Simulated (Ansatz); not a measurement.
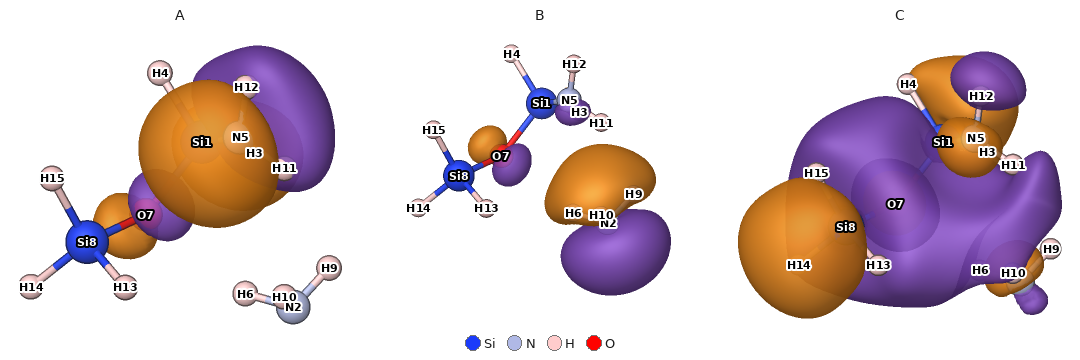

Figure. H₇NOSi₂···NH₃. Three frontier orbitals at ±0.06 Å⁻³ᐟ² (orange and purple are the two phases), in no order.

All numbers below come from RKS PBE-D4/cc-pVDZ (Ansatz 0.2.0).

```xyz
15

Si   -1.3237    0.3654   -0.4769
N     1.1813   -2.0679   -0.9353
H    -1.8746   -0.8204   -1.2262
H    -2.3936    1.3963   -0.2165
N    -0.0153    1.2365   -1.2525
H     0.4990   -1.9106   -0.1764
O    -0.7672   -0.3029    0.9902
Si    0.2495    0.4696    2.1266
H     0.6343   -1.9727   -1.8043
H     1.7915   -1.2370   -0.9052
H     0.6505    0.6986   -1.8164
H    -0.2544    2.1111   -1.7299
H     1.6980    0.3275    1.7244
H     0.0185   -0.2292    3.4404
H    -0.0938    1.9356    2.2578
```

Order the three orbitals by energy and name them.

A is the HOMO−1 (−6.27 eV). By Hirshfeld shares it lies mainly on N5 (about 70 %); largely a lone pair of N5. B is the HOMO (−5.73 eV). By Hirshfeld shares it lies mainly on N2 (about 80 %); largely a lone pair of N2. C is the LUMO (−0.52 eV). Its weight (Hirshfeld) is mainly on Si8 (about 35 %), Si1 (about 15 %) and O7 (about 10 %).

What is the HOMO–LUMO gap?

5.21 eV between the orbital energies.
